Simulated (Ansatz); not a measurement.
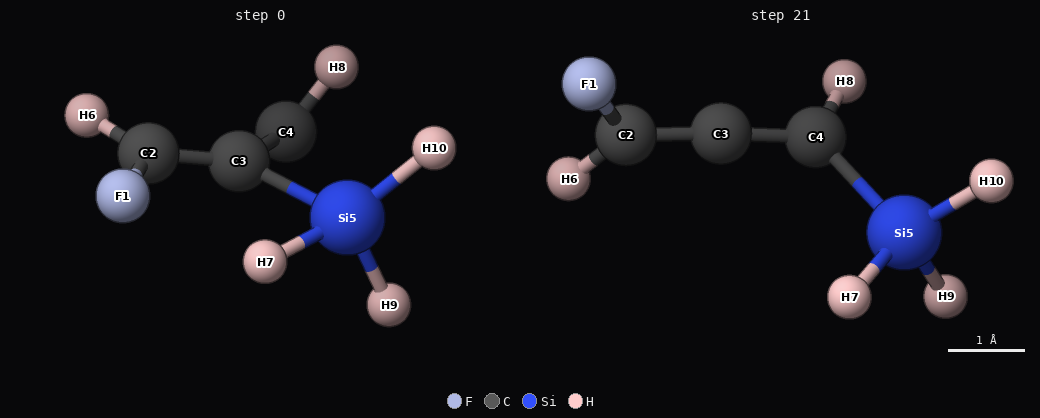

The structure of C₃H₅FSi before (left) and after (right) a relaxation, at one scale.

A ball-and-stick model, seen from a free direction.

The run prepares an end point of a later path (hydrogen shift) calculation, from a guessed geometry.

All numbers below come from Ansatz, UKS LDA/def2-SVP. Set-up: collinear spin; force threshold 0.02 eV/Å; at most 50 steps.

Question: What changed between the two?

Answer: After 20 accepted moves (21 points after the start) the energy has fallen by 404.1 kJ/mol. The largest force component goes from 7.8 to 0.016 eV/Å. The line search rejected the trial step at point 15 of the run. The largest move after the best rigid fit is that of F1, 1.67 Å. Largest moves by element: F 1.67 Å, H 1.00 Å, C 0.95 Å, Si 0.57 Å. Among the contacts that change: C2–Si5 2.790 → 3.932 Å, C3–Si5 1.723 → 2.798 Å, C4–Si5 2.315 → 1.871 Å, C3–C4 1.474 → 1.312 Å. New bonds form: C4–Si5 (2.31 → 1.87 Å). Bonds break: C3–Si5 (1.72 → 2.80 Å). Among the angles between lasting bonds that change: C2–C3–C4 133.0° → 177.1°, H7–Si5–H10 135.2° → 110.1°, H7–Si5–H9 102.1° → 109.9°. The run took 27 s on 2 threads of AMD EPYC 7B13 (Zen 3), with other jobs on the host, peak memory 0.23 GiB.
